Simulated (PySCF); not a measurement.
SMILES CO[Si](C)(C)[OH+]C (C4H13O2Si (cation, charge +1)) at its GFN2-xTB optimised geometry (Å):

```
20

C     -2.2623    -1.4274    -2.3023
O     -1.2397    -1.0576    -1.3989
Si    -1.1518    -0.2913     0.0000
C     -1.4204     1.5757     0.0000
C     -1.6451    -1.2974     1.5213
O      0.7070    -0.2913     0.0000
C      1.5145    -1.4511    -0.2326
H     -1.7822    -1.9004    -3.1577
H     -2.9481    -2.1304    -1.8312
H     -2.8136    -0.5486    -2.6330
H     -2.4768     1.8116    -0.0947
H     -1.0820     2.0527     0.9159
H     -0.9135     2.0578    -0.8348
H     -2.7252    -1.3258     1.6396
H     -1.2457    -0.8846     2.4442
H     -1.3105    -2.3317     1.4487
H      1.1472     0.3289     0.5951
H      1.6592    -2.0184     0.6864
H      0.9861    -2.0578    -0.9620
H      2.4768    -1.1478    -0.6421
```

Level of theory: CAM-B3LYP/def2-SVP run with PySCF. Cells within 0.4 Å of a nucleus heavier than hydrogen are left out (blank, or x).

Map of the LUMO amplitude (bohr^(-3/2)) on the plane z = 0.0 Å; orbital energy -2.99 eV, overall sign arbitrary:

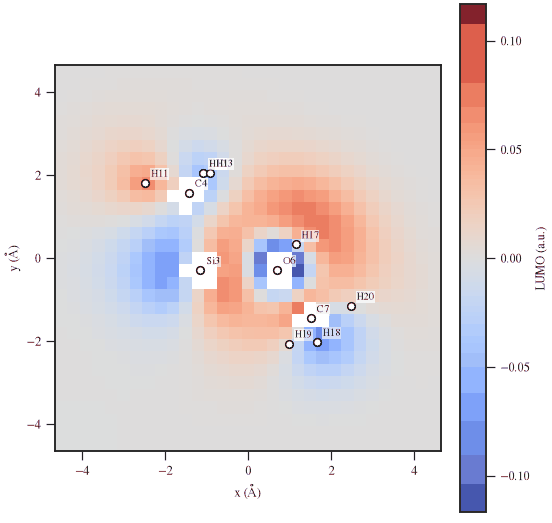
Fig. 1. LUMO amplitude (bohr^(-3/2)) on the plane z = 0.0 Å.
